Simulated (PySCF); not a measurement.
AlH6NO3Si

Input

```
{"job": {"kind": "nmr", "xc": "PBE0", "basis": "pcSseg-2"}, "charge": 0, "multiplicity": 1}
O     -0.948556     0.793775    -1.822790
Al     0.117908     1.418182    -0.659998
O      0.512065     3.065902    -0.691410
O      0.752297     0.359964     0.498547
Si     0.684586    -1.225494     0.985253
N     -0.806130    -2.023663     0.653628
H     -1.328733     1.333738    -2.517277
H      1.112189     3.484567    -0.073203
H      0.882588    -1.259796     2.461782
H      1.761678    -1.969355     0.269623
H     -1.079154    -2.177871    -0.311918
H     -1.621155    -1.827356     1.224006
```

Command:

```sh
OMP_NUM_THREADS=1 python cluster_run.py task.json out
```

Geometry: PBE0-D3(BJ)/def2-SVP.

Level of theory: PySCF, PBE0/pcSseg-2, SCF density, gas phase, non-relativistic.

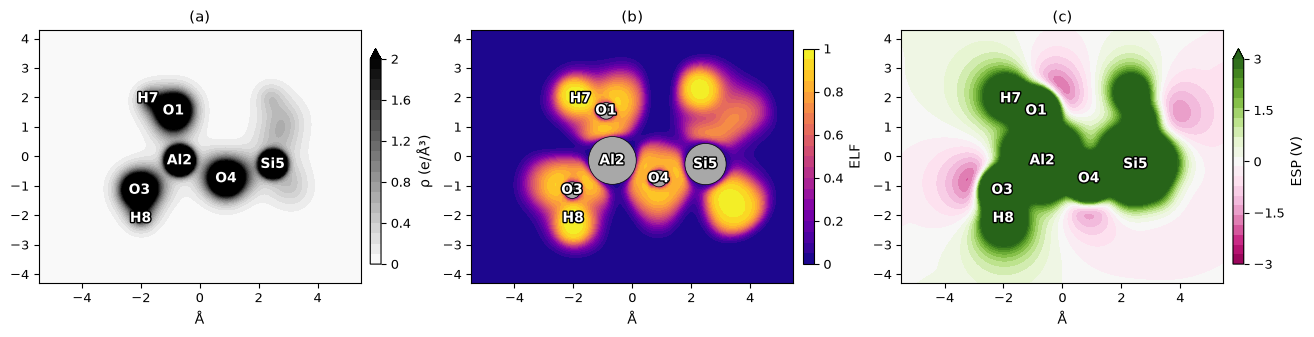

Figure 1. (a) electron density; (b) ELF; (c) electrostatic potential on the plane of atoms O3, Al2 and O4. Grey discs cover the atomic cores in the ELF map.

**Interpret the plot.**

- The plane passes through O, Al, Si and H nuclei.
- Si–O (1.66 Å): ρ at the midpoint is about 1.1 e/Å³; the ELF peaks at about 0.85 between the atoms, as expected for a shared but strongly polarised pair.
- Al–O (1.69 Å): the density is about 0.92 e/Å³ at the midpoint; the ELF peaks at about 0.85 in the valence shell of O, 0.6 Å from its nucleus, and is about 0.45 at the midpoint.
- O–H (0.96 Å): ρ at the midpoint is about 3.8 e/Å³; the ELF climbs to about 1 towards the hydrogen, as it does in any bond to H (a covalent bond by its length).
- The ELF also peaks beside O4, O3 and O1, away from the bonds: lone-pair regions.
- Outside the dense part of the molecule the potential is most negative (−1.9 V) near O3.

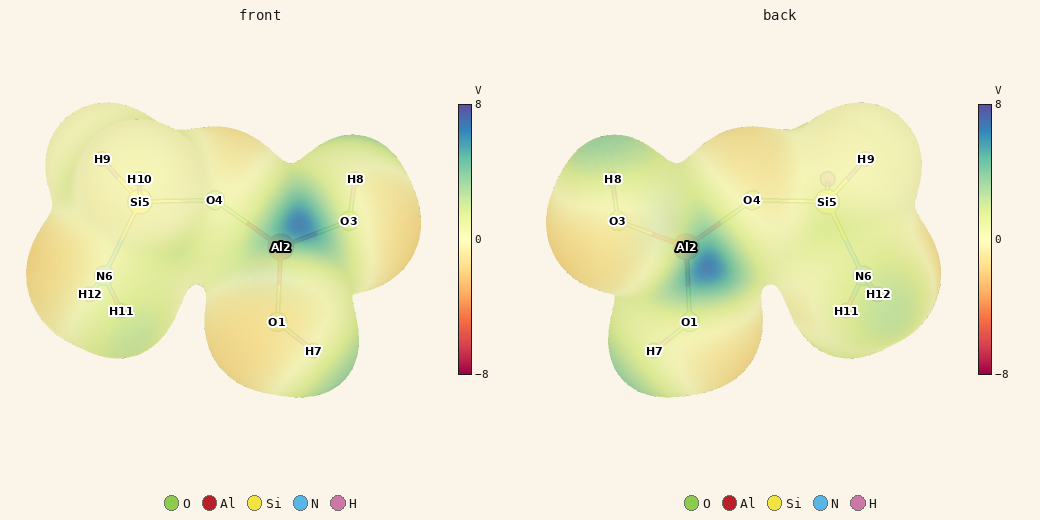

Figure 2. The electrostatic potential painted on the density surface at 0.004 e/bohr³, seen from the front and from behind; red is negative and blue positive.

**Which sites attract a positive test charge, and which a negative one?**

A positive charge is drawn to the negative regions and a negative charge to the positive ones. The most negative region (about −1.6 V) lies over O3 and N6, the most positive (about +6.1 V) over Al2.

**What dipole moment does the calculation give?**

Its dipole moment is 1.49 D.
